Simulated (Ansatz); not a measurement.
# BN2H5 (SMILES NBN): B3LYP/6-31G(d) (spherical functions)

Aim: the electronic atomisation energy of BN2H5 at B3LYP/6-31G* (spherical functions), from 4 runs. 

The results are computed with Ansatz 0.2.0.

41 further runs of the same task are left out: 41 set aside as unsound or not needed.

## Step 1: The molecule

BN2H5: 8 atoms, total charge 0, spin state singlet. SMILES: `NBN`. The shape is that of a PBE0-D4/def2-TZVP optimisation.

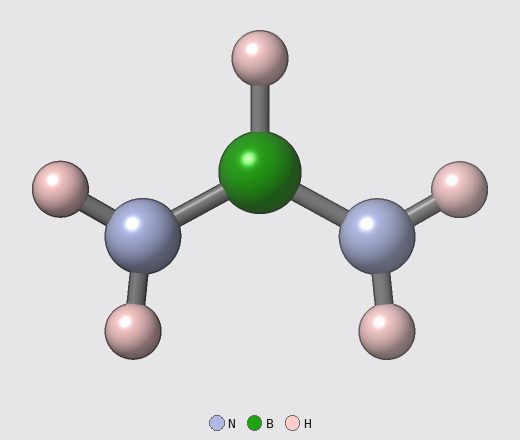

Viewed from a chosen angle; nitrogen light blue, boron green, hydrogen pink.

## Step 2: A single-point energy at B3LYP/6-31G(d) (spherical functions)

File molecule.yaml:

```yaml
basis:
  gaussian:
    orbitals: 6-31G_st_-spherical.json
crystal:
  periodic: [false, false, false]
  atoms:
    - symbol: "N"
      position_ang: [-0.971000, 0.516500, -0.581100]
    - symbol: B
      position_ang: [0.194200, 0.386600, 0.200500]
    - symbol: N
      position_ang: [0.848200, -0.845200, 0.401400]
    - symbol: H
      position_ang: [-1.426800, -0.244500, -1.053400]
    - symbol: H
      position_ang: [-1.423900, 1.400900, -0.713700]
    - symbol: H
      position_ang: [0.649700, 1.368600, 0.718000]
    - symbol: H
      position_ang: [1.676700, -0.919800, 0.960900]
    - symbol: H
      position_ang: [0.545000, -1.720300, 0.011600]
hamiltonian:
  xc: {name: B3LYP}
accuracy: high
output: {orbitals: {seedname: orbitals}}
```

The basis set 6-31G* is read from a file made from the Basis Set Exchange's data (not shown).

Command:

```bash
$ ansatz run molecule.yaml --threads 1 --pin off --max-ram 3480MiB --events-out events.jsonl --progress --plain --runs-dir runs
```

Log:

```text
Warning: RAYON_NUM_THREADS=1 ignored (pool sized by the plan → 1); use --threads N
Functional definition: B3LYP
  name "B3LYP"
  parameter a0 = 0.2
  parameter ax = 0.72
  parameter ac = 0.81
  exchange = (1 - a0 - ax)*slater_x + ax*b88_x + a0*exact_x
  correlation = (1 - ac)*vwn_rpa_c + ac*lyp_c
1243 factors; integrals over basis functions are off by at most 2.8e-9 eV
mean field evaluation 1: about -3730.9885 eV, gradient 6.7e1 eV
mean field evaluation 2: about -3724.3615 eV, gradient 8.5e1 eV
mean field evaluation 4: about -3739.8270 eV, gradient 1.7e0 eV
mean field evaluation 8: about -3739.8259 eV, gradient 3.2e-2 eV
mean field evaluation 16: about -3739.8259 eV, gradient 5.3e-7 eV
mean field -3739.82586238 eV, -137.4360654974 hartree, gradient 3.2e-8 eV, S^2 0.000000; 0 other end points of the search recorded, 0 dependent functions left out
reference -3739.82589415 eV, -137.4360666650 hartree; 12, 12 occupied and 40, 40 virtual orbitals, 1243 factors
Total energy: -3739.82589415 eV, -137.4360666650 hartree
```

Wall time 1.4 s (1 thread of Intel Xeon 6975P-C (Granite Rapids), shared host); peak memory 0.15 GiB.

## Step 3: The B atom at the same level

File molecule.yaml:

```yaml
crystal:
  periodic: [false, false, false]
  atoms:
    - symbol: B
      position_ang: [0.000000, 0.000000, 0.000000]
basis:
  gaussian: {orbitals: 6-31G_st_-spherical.json}
magnetization: {spin_polarized: true, initial_magnetization: 1}
hamiltonian: {xc: {name: B3LYP}}
accuracy: high
```

The basis set 6-31G* is read from a file made from the Basis Set Exchange's data (not shown).

Run the same way, it converges to -24.65384 Eh (log not shown).

## Step 4: The H atom at the same level

File run.yaml:

```yaml
crystal:
  periodic: [false, false, false]
  atoms:
    - {symbol: H, position_ang: [0.000000, 0.000000, 0.000000]}
basis:
  gaussian: {orbitals: "6-31G*"}
hamiltonian: {xc: {name: B3LYP}}
accuracy: high
magnetization: {spin_polarized: true, initial_magnetization: 1}
```

Run the same way, it converges to -0.50027 Eh (log not shown).

## Step 5: The N atom at the same level

File input.yaml:

```yaml
crystal:
  periodic: [false, false, false]
  atoms:
    - {symbol: "N", position_ang: [0.000000, 0.000000, 0.000000]}
basis:
  gaussian:
    orbitals: 6-31G_st_-spherical.json
accuracy: high
hamiltonian:
  xc: {name: B3LYP}
magnetization:
  spin_polarized: true
  initial_magnetization: 3
```

The basis set 6-31G* is read from a file made from the Basis Set Exchange's data (not shown).

Command:

```bash
$ ansatz run input.yaml --threads 1 --pin off --max-ram 3480MiB --events-out events.jsonl --progress --plain --runs-dir runs
```

Log, shortened:

```text
Warning: RAYON_NUM_THREADS=1 ignored (pool sized by the plan → 1); use --threads N
[... 7 set-up lines as earlier in the session ...]
96 factors; integrals over basis functions are off by at most 1.9e-9 eV
mean field evaluation 1: about -1485.1541 eV, gradient 5.0e0 eV
mean field evaluation 2: about -1485.2368 eV, gradient 2.8e0 eV
mean field evaluation 4: about -1485.2760 eV, gradient 7.0e-2 eV
mean field evaluation 8: about -1485.2757 eV, gradient 1.0e-4 eV
mean field -1485.27568097 eV, -54.5828745195 hartree, gradient 2.5e-9 eV, S^2 3.752147; 0 other end points of the search recorded, 0 dependent functions left out
reference -1485.27569590 eV, -54.5828750685 hartree; 5, 2 occupied and 9, 12 virtual orbitals, 96 factors
Total energy: -1485.27569590 eV, -54.5828750685 hartree
```

Run time: 0.18 s. Hardware: 1 thread of Intel Xeon 6975P-C (Granite Rapids), shared host.

## Step 6: What came out

Level: B3LYP/6-31G* (spherical functions).

| quantity | value |
| --- | --- |
| molecule: total energy | -137.43607 Eh |
| molecule: HOMO energy | -6.11 eV |
| molecule: LUMO energy | 2.43 eV |
| molecule: HOMO–LUMO gap | 8.54 eV |
| B atom: total energy | -24.65384 Eh |
| B atom: ⟨S²⟩ | 0.752 |
| H atom: total energy | -0.50027 Eh |
| H atom: ⟨S²⟩ | 0.750 |
| N atom: total energy | -54.58288 Eh |
| N atom: ⟨S²⟩ | 3.752 |
| electronic atomisation energy | 30.344 eV |

Taking the molecule apart into free atoms costs 30.34 eV (2928 kJ/mol), before zero-point energy and without spin-orbit coupling.
